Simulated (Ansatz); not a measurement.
Input file:

```
crystal:
  periodic: [false, false, false]
  atoms:
    - { symbol: F, position_ang: [0.2035, 2.3295, -0.4793] }
    - { symbol: C, position_ang: [1.0846, 1.4098, -0.1031] }
    - { symbol: Si, position_ang: [1.2641, 1.126, 1.6196] }
    - { symbol: C, position_ang: [0.7154, 0.0289, -0.2517] }
    - { symbol: "N", position_ang: [-0.7896, -0.3548, -0.0647] }
    - { symbol: Si, position_ang: [-1.4721, -0.90464, 1.36891] }
    - { symbol: H, position_ang: [2.0233, 1.6674, -0.6343] }
    - { symbol: H, position_ang: [2.4718, 0.28, 2.0453] }
    - { symbol: H, position_ang: [0.0961, 0.9782, 2.5317] }
    - { symbol: H, position_ang: [1.3701, -0.7858, -0.1491] }
    - { symbol: H, position_ang: [-1.07413, -1.00435, -0.8136] }
    - { symbol: H, position_ang: [-2.9205, -1.03026, 1.15407] }
    - { symbol: H, position_ang: [-1.22051, 0.05261, 2.42354] }
    - { symbol: H, position_ang: [-0.89551, -2.21066, 1.68397] }
basis:
  gaussian: { orbitals: cc-pVDZ }
hamiltonian:
  xc: pbe0
  dispersion: d4
relax:
  f_tol: 0.015
  max_steps: 40
output:
  orbitals: {}
```

Run with:

```sh
ansatz run input.yaml --threads 2 --pin off --max-ram 3072MiB --backend cpu --events-out ev --progress --plain --runs-dir out
```

The fields are those of the relaxed geometry.

The calculation used Ansatz 0.2.0, RKS PBE0-D4/cc-pVDZ.

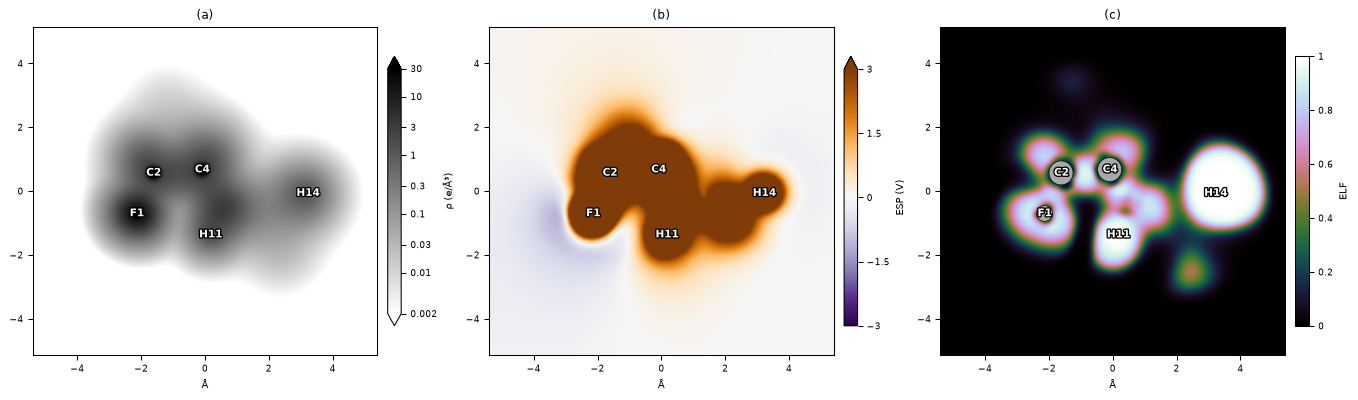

C2H8FNSi2 (SMILES FC1[SiH2]C1N[SiH3]). (a) electron density; (b) molecular electrostatic potential; (c) electron localisation function on the plane of atoms F1, C2 and C4. Grey discs cover the atomic cores in the ELF map.

Q: What does the map show?

A:
- Atoms in the plane: F, C and H.
- C–F (1.37 Å): ρ at the midpoint is about 2 e/Å³, with its minimum of 1.6 e/Å³ about 0.5 Å from C; the ELF peaks at about 0.80 between the atoms; a shared but strongly polarised pair.
- C–C (1.53 Å): ρ is about 1.6 e/Å³ halfway; the ELF peaks at about 0.95 between the atoms; localised, covalent bonding.
- The ELF also peaks beside F1, away from the bonds: lone-pair regions.
- Outside the dense part of the molecule the potential is most negative (−1.1 V) near F1.
